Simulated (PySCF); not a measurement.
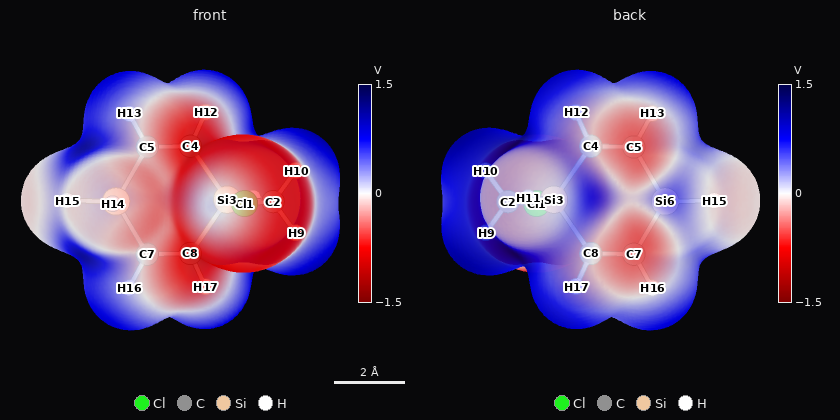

Figure. C5H9ClSi2 (SMILES ClC[SiH]1C=C[SiH2]C=C1). The molecular electrostatic potential painted on the density surface at 0.002 e/bohr³, seen from the front and from behind; red is negative and blue positive.

Geometry: PBE0-D3(BJ)/def2-SVP.

Theory: PySCF 2.14.0, PBE0/pcSseg-1, SCF density, gas phase, non-relativistic.

```xyz
17

Cl   -3.0672    2.3386   -0.2162
C    -3.7893    0.7761    0.2799
Si   -2.4133   -0.5250    0.4502
C    -1.1948    0.0663    1.7378
C    -0.0045    0.6212    1.4419
Si    0.6624    0.8303   -0.2981
C    -0.3752   -0.1640   -1.5025
C    -1.5665   -0.7159   -1.2047
H    -4.5302    0.4897   -0.4813
H    -4.3215    0.9357    1.2294
H    -3.0736   -1.8014    0.8730
H    -1.4877   -0.0106    2.7955
H     0.6270    0.9746    2.2708
H     0.6783    2.2754   -0.6859
H     2.0811    0.3525   -0.3494
H     0.0245   -0.3035   -2.5182
H    -2.0905   -1.2828   -1.9886
```

Where is the surface potential most negative and most positive?

Answer. The most negative region (about −0.9 V) lies over the C and Cl atoms, the most positive (about +1.3 V) over Si3.
